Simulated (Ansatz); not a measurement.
# C₂HSi (doublet): B2PLYP, RPA-PBE over vertical spin and charge gaps and displaced geometries, cc-pVDZ

How well do these functionals follow the top wave-function level for C₂HSi (doublet) over vertical spin and charge gaps and displaced geometries?

The runs use Ansatz 0.2.0, Gaussian basis; cc-pVDZ, all electrons in the functionals, frozen cores in the correlation of double hybrids and RPA.

Plan: B2PLYP, RPA-PBE, at charge 0, doublet; charge 0, quartet; charge 1, singlet; charge 1, triplet; displaced geometry v1; displaced geometry v2.

24 further runs of the same task are left out: 5 that didn't finish, 19 set aside as unsound or not needed. Runs told in other sessions of the task aren't counted.

## 1. The geometry

The geometry is a PBE0/def2-TZVP stationary point (not a proven minimum).

4 atoms, charge 0, spin multiplicity 2.

Atoms are counted from 1 here; the program's logs count them from 0.

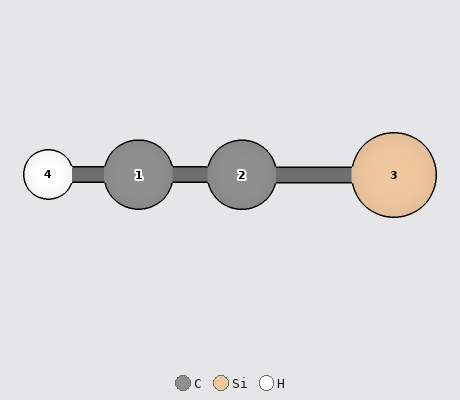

The structure; carbon grey, silicon light orange, hydrogen white; atoms are numbered from 1 in the order of the file.

Coordinates:

```xyz
4

C     0.0000    0.0000    0.7942
C     0.0000    0.0000   -0.4278
Si    0.0000    0.0000   -2.2271
H     0.0000    0.0000    1.8608
```

No dispersion term is added.

The geometry shown and the zero of energy belong to the point charge 0, doublet. The yardstick, UCCSDT(Q), and other wave-function levels (R restricted, U unrestricted, valence and pair active spaces) come from earlier runs.

## 2. B2PLYP, charge 0, doublet

Contents of in.yaml:

```yaml
crystal:
  periodic: [false, false, false]
  atoms:
    - {symbol: C, position_ang: [0.000000, 0.000000, 0.794175]}
    - {symbol: C, position_ang: [0.000000, 0.000000, -0.427825]}
    - {symbol: Si, position_ang: [0.000000, 0.000000, -2.227125]}
    - {symbol: H, position_ang: [0.000000, 0.000000, 1.860775]}
basis:
  gaussian: {orbitals: cc-pVDZ}
magnetization: {spin_polarized: true, initial_magnetization: 1}
hamiltonian: {xc: {name: B2PLYP}}
correlation: {electrons: outside_noble_gas}
```

Started as:

```
ansatz run in.yaml --threads 1 --pin off --events-out ev --progress --plain --max-ram 2393MiB
```

Output:

```text
Functional definition: B2PLYP
  name "B2PLYP"
  cite "Grimme, J. Chem. Phys. 124, 034108 (2006) doi:10.1063/1.2148954"
  cite "Becke, Phys. Rev. A 38, 3098 (1988) doi:10.1103/PhysRevA.38.3098"
  cite "Lee, Yang & Parr, Phys. Rev. B 37, 785 (1988) doi:10.1103/PhysRevB.37.785"
  parameter a = 0.53
  parameter c = 0.27
  exchange = (1 - a)*b88_x + a*exact_x
  correlation = (1 - c)*lyp_c + c*(mp2_os + mp2_ss)
495 factors; integrals over basis functions are off by at most 1.3e-3 eV
mean field evaluation 1: about -9950.7905 eV, gradient 2.6e1 eV
mean field evaluation 2: about -9950.8907 eV, gradient 2.6e1 eV
mean field evaluation 4: about -9955.1403 eV, gradient 5.0e0 eV
mean field evaluation 8: about -9955.3804 eV, gradient 6.5e-1 eV
mean field evaluation 16: about -9955.3927 eV, gradient 2.6e-3 eV
mean field evaluation 32: about -9955.1459 eV, gradient 1.8e0 eV
mean field -9955.39274849 eV, -365.8539354995 hartree, gradient 4.7e-6 eV, S^2 0.777272; 2 other end points of the search recorded, 0 dependent functions left out
7 core orbitals not correlated: weight in the atoms' cores, before any rotation towards them, 1.000 or more for the frozen orbitals, at most 0.000 for the correlated occupied ones
reference -9955.39286930 eV, -365.8539399390 hartree; 7, 6 occupied and 37, 38 virtual orbitals, 495 factors
second order -10.63426084 eV of doubles, -0.00000000 eV of singles
Total energy: -9958.26411972 eV, -365.9594564459 hartree
```

Wall time 2.5 s (1 thread of Arm Neoverse V1, shared host).

From the report: ⟨S²⟩ of the determinant 0.777 (pure doublet: 0.75).

## 3. B2PLYP, charge 0, quartet

Changes to in.yaml since step 2:

```diff
@@ -9,3 +9,3 @@
   gaussian: {orbitals: cc-pVDZ}
-magnetization: {spin_polarized: true, initial_magnetization: 1}
+magnetization: {spin_polarized: true, initial_magnetization: 3}
 hamiltonian: {xc: {name: B2PLYP}}
```

The command is unchanged.

Output, shortened:

```text
Functional definition: B2PLYP
  name "B2PLYP"
  cite "Grimme, J. Chem. Phys. 124, 034108 (2006) doi:10.1063/1.2148954"
  cite "Becke, Phys. Rev. A 38, 3098 (1988) doi:10.1103/PhysRevA.38.3098"
  cite "Lee, Yang & Parr, Phys. Rev. B 37, 785 (1988) doi:10.1103/PhysRevB.37.785"
[...]
495 factors; integrals over basis functions are off by at most 1.3e-3 eV
[...]
mean field -9953.09850421 eV, -365.7696235774 hartree, gradient 2.5e-6 eV, S^2 3.791929; 1 other end points of the search recorded, 0 dependent functions left out
7 core orbitals not correlated: weight in the atoms' cores, before any rotation towards them, 1.000 or more for the frozen orbitals, at most 0.000 for the correlated occupied ones
reference -9953.09862064 eV, -365.7696278559 hartree; 8, 5 occupied and 36, 39 virtual orbitals, 495 factors
second order -9.98031029 eV of doubles, -0.00000000 eV of singles
Total energy: -9955.79330442 eV, -365.8686556582 hartree
```

It took 4.8 s on 1 thread of Arm Neoverse V1, shared host.

From the report: ⟨S²⟩ of the determinant 3.792 (pure quartet: 3.75).

From charge 0, doublet: +238.4 kJ/mol.

## 4. B2PLYP, charge 1, singlet

Changes to in.yaml since step 3:

```diff
@@ -9,3 +9,4 @@
   gaussian: {orbitals: cc-pVDZ}
-magnetization: {spin_polarized: true, initial_magnetization: 3}
+total_charge: 1
+magnetization: {spin_polarized: true, initial_magnetization: 0}
 hamiltonian: {xc: {name: B2PLYP}}
```

Same command.

Output, shortened:

```text
Functional definition: B2PLYP
  name "B2PLYP"
  cite "Grimme, J. Chem. Phys. 124, 034108 (2006) doi:10.1063/1.2148954"
  cite "Becke, Phys. Rev. A 38, 3098 (1988) doi:10.1103/PhysRevA.38.3098"
  cite "Lee, Yang & Parr, Phys. Rev. B 37, 785 (1988) doi:10.1103/PhysRevB.37.785"
[...]
495 factors; integrals over basis functions are off by at most 1.3e-3 eV
[...]
mean field -9948.28618579 eV, -365.5927741374 hartree, gradient 3.2e-6 eV, S^2 0.000000; 4 other end points of the search recorded, 0 dependent functions left out
7 core orbitals not correlated: weight in the atoms' cores, before any rotation towards them, 1.000 or more for the frozen orbitals, at most 0.000 for the correlated occupied ones
reference -9948.28630728 eV, -365.5927786021 hartree; 6, 6 occupied and 38, 38 virtual orbitals, 495 factors
second order -10.67007357 eV of doubles, -0.00000000 eV of singles
Total energy: -9951.16722715 eV, -365.6986504543 hartree
```

It took 2.4 s on 1 thread of Arm Neoverse V1, shared host.

From the report: ⟨S²⟩ of the determinant 0.000 (pure singlet: 0.00).

From charge 0, doublet: +684.7 kJ/mol.

## 5. B2PLYP, charge 1, triplet

Changes to in.yaml since step 4:

```diff
@@ -10,3 +10,3 @@
 total_charge: 1
-magnetization: {spin_polarized: true, initial_magnetization: 0}
+magnetization: {spin_polarized: true, initial_magnetization: 2}
 hamiltonian: {xc: {name: B2PLYP}}
```

Launched as before.

Output, shortened:

```text
Functional definition: B2PLYP
  name "B2PLYP"
  cite "Grimme, J. Chem. Phys. 124, 034108 (2006) doi:10.1063/1.2148954"
  cite "Becke, Phys. Rev. A 38, 3098 (1988) doi:10.1103/PhysRevA.38.3098"
  cite "Lee, Yang & Parr, Phys. Rev. B 37, 785 (1988) doi:10.1103/PhysRevB.37.785"
[...]
495 factors; integrals over basis functions are off by at most 1.3e-3 eV
[...]
mean field -9945.34576348 eV, -365.4847156102 hartree, gradient 1.3e-6 eV, S^2 2.019732; 6 other end points of the search recorded, 0 dependent functions left out
7 core orbitals not correlated: weight in the atoms' cores, before any rotation towards them, 1.000 or more for the frozen orbitals, at most 0.000 for the correlated occupied ones
reference -9945.34588575 eV, -365.4847201037 hartree; 7, 5 occupied and 37, 39 virtual orbitals, 495 factors
second order -9.94399320 eV of doubles, -0.00000000 eV of singles
Total energy: -9948.03076391 eV, -365.5833875563 hartree
```

Wall time 6.5 s (1 thread of Arm Neoverse V1, shared host).

From the report: ⟨S²⟩ of the determinant 2.020 (pure triplet: 2.00).

From charge 0, doublet: +987.4 kJ/mol.

## 6. B2PLYP, displaced geometry v1

Contents of in.yaml:

```yaml
crystal:
  periodic: [false, false, false]
  atoms:
    - {symbol: C, position_ang: [0.002337, -0.001845, 0.816396]}
    - {symbol: C, position_ang: [0.001504, -0.017987, -0.416757]}
    - {symbol: Si, position_ang: [0.049468, 0.041323, -2.258670]}
    - {symbol: H, position_ang: [-0.053309, -0.021491, 1.859032]}
basis:
  gaussian: {orbitals: cc-pVDZ}
magnetization: {spin_polarized: true, initial_magnetization: 1}
hamiltonian: {xc: {name: B2PLYP}}
correlation: {electrons: outside_noble_gas}
```

The command is unchanged.

Output, shortened:

```text
Functional definition: B2PLYP
  name "B2PLYP"
  cite "Grimme, J. Chem. Phys. 124, 034108 (2006) doi:10.1063/1.2148954"
  cite "Becke, Phys. Rev. A 38, 3098 (1988) doi:10.1103/PhysRevA.38.3098"
  cite "Lee, Yang & Parr, Phys. Rev. B 37, 785 (1988) doi:10.1103/PhysRevB.37.785"
[...]
495 factors; integrals over basis functions are off by at most 1.2e-3 eV
[...]
mean field -9955.37433160 eV, -365.8532586912 hartree, gradient 5.1e-10 eV, S^2 0.777614; 4 other end points of the search recorded, 0 dependent functions left out
7 core orbitals not correlated: weight in the atoms' cores, before any rotation towards them, 1.000 or more for the frozen orbitals, at most 0.000 for the correlated occupied ones
reference -9955.37445350 eV, -365.8532631711 hartree; 7, 6 occupied and 37, 38 virtual orbitals, 495 factors
second order -10.69956228 eV of doubles, -0.00000000 eV of singles
Total energy: -9958.26333532 eV, -365.9594276197 hartree
```

Wall time 14 s (1 thread of Arm Neoverse V1, shared host).

From the report: ⟨S²⟩ of the determinant 0.778 (pure doublet: 0.75).

From charge 0, doublet: +0.1 kJ/mol.

## 7. B2PLYP, displaced geometry v2

Contents of in.yaml:

```yaml
crystal:
  periodic: [false, false, false]
  atoms:
    - {symbol: C, position_ang: [0.064568, 0.023749, 0.785016]}
    - {symbol: C, position_ang: [-0.100306, 0.032123, -0.425390]}
    - {symbol: Si, position_ang: [-0.023685, -0.000301, -2.232870]}
    - {symbol: H, position_ang: [0.059423, -0.055571, 1.873244]}
basis:
  gaussian: {orbitals: cc-pVDZ}
magnetization: {spin_polarized: true, initial_magnetization: 1}
hamiltonian: {xc: {name: B2PLYP}}
correlation: {electrons: outside_noble_gas}
```

The command is unchanged.

Output, shortened:

```text
Functional definition: B2PLYP
  name "B2PLYP"
  cite "Grimme, J. Chem. Phys. 124, 034108 (2006) doi:10.1063/1.2148954"
  cite "Becke, Phys. Rev. A 38, 3098 (1988) doi:10.1103/PhysRevA.38.3098"
  cite "Lee, Yang & Parr, Phys. Rev. B 37, 785 (1988) doi:10.1103/PhysRevB.37.785"
[...]
495 factors; integrals over basis functions are off by at most 1.2e-3 eV
[...]
mean field -9955.36274194 eV, -365.8528327790 hartree, gradient 1.4e-8 eV, S^2 0.777628; 4 other end points of the search recorded, 0 dependent functions left out
7 core orbitals not correlated: weight in the atoms' cores, before any rotation towards them, 1.000 or more for the frozen orbitals, at most 0.000 for the correlated occupied ones
reference -9955.36286413 eV, -365.8528372695 hartree; 7, 6 occupied and 37, 38 virtual orbitals, 495 factors
second order -10.66029922 eV of doubles, -0.00000000 eV of singles
Total energy: -9958.24114492 eV, -365.9586121375 hartree
```

It took 7.5 s on 1 thread of Arm Neoverse V1, shared host.

From the report: ⟨S²⟩ of the determinant 0.778 (pure doublet: 0.75).

From charge 0, doublet: +2.2 kJ/mol.

## 8. RPA-PBE, charge 0, doublet

Contents of in.yaml:

```yaml
crystal:
  periodic: [false, false, false]
  atoms:
    - {symbol: C, position_ang: [0.000000, 0.000000, 0.794175]}
    - {symbol: C, position_ang: [0.000000, 0.000000, -0.427825]}
    - {symbol: Si, position_ang: [0.000000, 0.000000, -2.227125]}
    - {symbol: H, position_ang: [0.000000, 0.000000, 1.860775]}
basis:
  gaussian: {orbitals: cc-pVDZ}
magnetization: {spin_polarized: true, initial_magnetization: 1}
hamiltonian: {xc: {name: PBE}}
correlation: {method: rpa, electrons: outside_noble_gas}
```

Same command.

Output, shortened:

```text
Functional definition: PBE
  name "PBE"
  cite "Perdew, Burke & Ernzerhof, Phys. Rev. Lett. 77, 3865 (1996) doi:10.1103/PhysRevLett.77.3865"
  parent pbe
[...]
495 factors; integrals over basis functions are off by at most 1.3e-3 eV
[...]
mean field -9957.04164094 eV, -365.9145311791 hartree, gradient 8.8e-6 eV, S^2 0.756540; 1 other end points of the search recorded, 0 dependent functions left out
7 core orbitals not correlated: weight in the atoms' cores, before any rotation towards them, 1.000 or more for the frozen orbitals, at most 0.000 for the correlated occupied ones
reference -9935.04332093 eV, -365.1061078301 hartree; 7, 6 occupied and 37, 38 virtual orbitals, 495 factors
Total energy: -9949.04337931 eV, -365.6206004859 hartree
```

Run time: 2.4 s. Hardware: 1 thread of Arm Neoverse V1, shared host.

From the report: ⟨S²⟩ of the determinant 0.757 (pure doublet: 0.75).

## 9. RPA-PBE, charge 0, quartet

Changes to in.yaml since step 8:

```diff
@@ -9,3 +9,3 @@
   gaussian: {orbitals: cc-pVDZ}
-magnetization: {spin_polarized: true, initial_magnetization: 1}
+magnetization: {spin_polarized: true, initial_magnetization: 3}
 hamiltonian: {xc: {name: PBE}}
```

Launched as before.

Output, shortened:

```text
Functional definition: PBE
  name "PBE"
  cite "Perdew, Burke & Ernzerhof, Phys. Rev. Lett. 77, 3865 (1996) doi:10.1103/PhysRevLett.77.3865"
  parent pbe
[...]
495 factors; integrals over basis functions are off by at most 1.3e-3 eV
[...]
mean field -9954.73118408 eV, -365.8296234559 hartree, gradient 1.9e-6 eV, S^2 3.757833; 5 other end points of the search recorded, 0 dependent functions left out
7 core orbitals not correlated: weight in the atoms' cores, before any rotation towards them, 1.000 or more for the frozen orbitals, at most 0.000 for the correlated occupied ones
reference -9933.40730322 eV, -365.0459852882 hartree; 8, 5 occupied and 36, 39 virtual orbitals, 495 factors
Total energy: -9946.58541080 eV, -365.5302718092 hartree
```

Wall time 4.3 s (1 thread of Arm Neoverse V1, shared host).

From the report: ⟨S²⟩ of the determinant 3.758 (pure quartet: 3.75).

From charge 0, doublet: +237.2 kJ/mol.

## 10. RPA-PBE, charge 1, singlet

Changes to in.yaml since step 9:

```diff
@@ -9,3 +9,4 @@
   gaussian: {orbitals: cc-pVDZ}
-magnetization: {spin_polarized: true, initial_magnetization: 3}
+total_charge: 1
+magnetization: {spin_polarized: true, initial_magnetization: 0}
 hamiltonian: {xc: {name: PBE}}
```

Same command.

Output, shortened:

```text
Functional definition: PBE
  name "PBE"
  cite "Perdew, Burke & Ernzerhof, Phys. Rev. Lett. 77, 3865 (1996) doi:10.1103/PhysRevLett.77.3865"
  parent pbe
[...]
495 factors; integrals over basis functions are off by at most 1.3e-3 eV
[...]
mean field -9949.75374274 eV, -365.6467058606 hartree, gradient 3.0e-6 eV, S^2 0.000000; 0 other end points of the search recorded, 0 dependent functions left out
7 core orbitals not correlated: weight in the atoms' cores, before any rotation towards them, 1.000 or more for the frozen orbitals, at most 0.000 for the correlated occupied ones
reference -9928.18564721 eV, -364.8540929691 hartree; 6, 6 occupied and 38, 38 virtual orbitals, 495 factors
Total energy: -9941.93986785 eV, -365.3595512547 hartree
```

Wall time 1.7 s (1 thread of Arm Neoverse V1, shared host).

From the report: ⟨S²⟩ of the determinant 0.000 (pure singlet: 0.00).

From charge 0, doublet: +685.4 kJ/mol.

## 11. RPA-PBE, charge 1, triplet

Changes to in.yaml since step 10:

```diff
@@ -10,3 +10,3 @@
 total_charge: 1
-magnetization: {spin_polarized: true, initial_magnetization: 0}
+magnetization: {spin_polarized: true, initial_magnetization: 2}
 hamiltonian: {xc: {name: PBE}}
```

Same command.

Output, shortened:

```text
Functional definition: PBE
  name "PBE"
  cite "Perdew, Burke & Ernzerhof, Phys. Rev. Lett. 77, 3865 (1996) doi:10.1103/PhysRevLett.77.3865"
  parent pbe
[...]
495 factors; integrals over basis functions are off by at most 1.3e-3 eV
[...]
mean field -9946.80465267 eV, -365.5383287992 hartree, gradient 5.6e-6 eV, S^2 2.013657; 14 other end points of the search recorded, 0 dependent functions left out
7 core orbitals not correlated: weight in the atoms' cores, before any rotation towards them, 1.000 or more for the frozen orbitals, at most 0.000 for the correlated occupied ones
reference -9925.66417428 eV, -364.7614305480 hartree; 7, 5 occupied and 37, 39 virtual orbitals, 495 factors
Total energy: -9938.80557515 eV, -365.2443681223 hartree
```

Run time: 11 s. Hardware: 1 thread of Arm Neoverse V1, shared host.

From the report: ⟨S²⟩ of the determinant 2.014 (pure triplet: 2.00).

From charge 0, doublet: +987.8 kJ/mol.

## 12. RPA-PBE, displaced geometry v1

Contents of in.yaml:

```yaml
crystal:
  periodic: [false, false, false]
  atoms:
    - {symbol: C, position_ang: [0.002337, -0.001845, 0.816396]}
    - {symbol: C, position_ang: [0.001504, -0.017987, -0.416757]}
    - {symbol: Si, position_ang: [0.049468, 0.041323, -2.258670]}
    - {symbol: H, position_ang: [-0.053309, -0.021491, 1.859032]}
basis:
  gaussian: {orbitals: cc-pVDZ}
magnetization: {spin_polarized: true, initial_magnetization: 1}
hamiltonian: {xc: {name: PBE}}
correlation: {method: rpa, electrons: outside_noble_gas}
```

The command is unchanged.

Output, shortened:

```text
Functional definition: PBE
  name "PBE"
  cite "Perdew, Burke & Ernzerhof, Phys. Rev. Lett. 77, 3865 (1996) doi:10.1103/PhysRevLett.77.3865"
  parent pbe
[...]
495 factors; integrals over basis functions are off by at most 1.2e-3 eV
[...]
mean field -9957.04010680 eV, -365.9144748008 hartree, gradient 2.0e-9 eV, S^2 0.756584; 4 other end points of the search recorded, 0 dependent functions left out
7 core orbitals not correlated: weight in the atoms' cores, before any rotation towards them, 1.000 or more for the frozen orbitals, at most 0.000 for the correlated occupied ones
reference -9935.01261215 eV, -365.1049793032 hartree; 7, 6 occupied and 37, 38 virtual orbitals, 495 factors
Total energy: -9949.06724448 eV, -365.6214775148 hartree
```

It took 11 s on 1 thread of Arm Neoverse V1, shared host.

From the report: ⟨S²⟩ of the determinant 0.757 (pure doublet: 0.75).

From charge 0, doublet: -2.3 kJ/mol.

## 13. RPA-PBE, displaced geometry v2

Contents of in.yaml:

```yaml
crystal:
  periodic: [false, false, false]
  atoms:
    - {symbol: C, position_ang: [0.064568, 0.023749, 0.785016]}
    - {symbol: C, position_ang: [-0.100306, 0.032123, -0.425390]}
    - {symbol: Si, position_ang: [-0.023685, -0.000301, -2.232870]}
    - {symbol: H, position_ang: [0.059423, -0.055571, 1.873244]}
basis:
  gaussian: {orbitals: cc-pVDZ}
magnetization: {spin_polarized: true, initial_magnetization: 1}
hamiltonian: {xc: {name: PBE}}
correlation: {method: rpa, electrons: outside_noble_gas}
```

The command is unchanged.

Output, shortened:

```text
Functional definition: PBE
  name "PBE"
  cite "Perdew, Burke & Ernzerhof, Phys. Rev. Lett. 77, 3865 (1996) doi:10.1103/PhysRevLett.77.3865"
  parent pbe
[...]
495 factors; integrals over basis functions are off by at most 1.2e-3 eV
[...]
mean field -9957.02742432 eV, -365.9140087280 hartree, gradient 8.1e-9 eV, S^2 0.756604; 3 other end points of the search recorded, 0 dependent functions left out
7 core orbitals not correlated: weight in the atoms' cores, before any rotation towards them, 1.000 or more for the frozen orbitals, at most 0.000 for the correlated occupied ones
reference -9935.00552603 eV, -365.1047188929 hartree; 7, 6 occupied and 37, 38 virtual orbitals, 495 factors
Total energy: -9949.03650753 eV, -365.6203479527 hartree
```

Wall time 6 s (1 thread of Arm Neoverse V1, shared host).

From the report: ⟨S²⟩ of the determinant 0.757 (pure doublet: 0.75).

From charge 0, doublet: +0.7 kJ/mol.

## 14. Against the wave-function levels

The yardstick is UCCSDT(Q), where the cluster series has nearly closed. It comes from earlier runs at the same points. Energies in kJ/mol, counted from charge 0, doublet; blanks weren't run or aren't comparable.

```
    level  doublet to quartet  ionisation to the singlet cation  ionisation to the triplet cation  displacement v1  displacement v2
UCCSDT(Q)               214.0                                                               974.2             -2.0              1.1
   B2PLYP               238.4                             684.7                             987.4              0.1              2.2
  RPA-PBE               237.2                             685.4                             987.8             -2.3              0.7
```

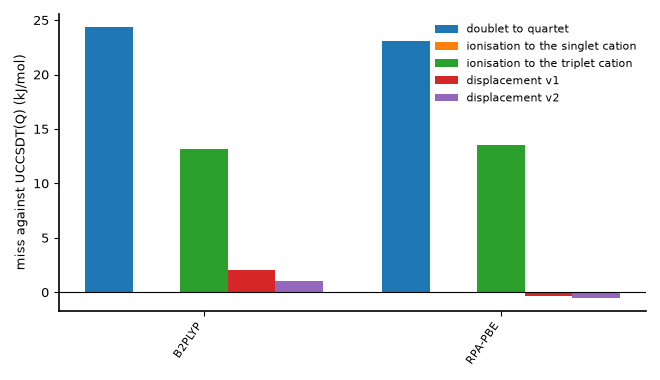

Misses of the gaps against UCCSDT(Q).

Largest miss and mean time a point (UCCSDT(Q) took 1.8 min a point; shared hosts):

```
  level  largest miss (kJ/mol)               where  time a point
 B2PLYP                  +24.4  doublet to quartet         6.3 s
RPA-PBE                  +23.1  doublet to quartet           6 s
```

## 15. Outcome

```
                                   quantity                              value
              doublet to quartet, UCCSDT(Q)                       214.0 kJ/mol
ionisation to the triplet cation, UCCSDT(Q)                       974.2 kJ/mol
                 displacement v1, UCCSDT(Q)                        -2.0 kJ/mol
                 displacement v2, UCCSDT(Q)                         1.1 kJ/mol
                       largest miss, B2PLYP  +24.4 kJ/mol (doublet to quartet)
                      largest miss, RPA-PBE  +23.1 kJ/mol (doublet to quartet)
```

Misses are known at 4 of 5 points at best, and only functionals with that many are ranked. Of the functionals, RPA-PBE keep the smallest largest miss at the points compared (at most 23.1 kJ/mol) and B2PLYP strays most (24.4 kJ/mol, at doublet to quartet). Functionals and the yardstick converge differently with the basis, so part of each miss in cc-pVDZ is the basis.
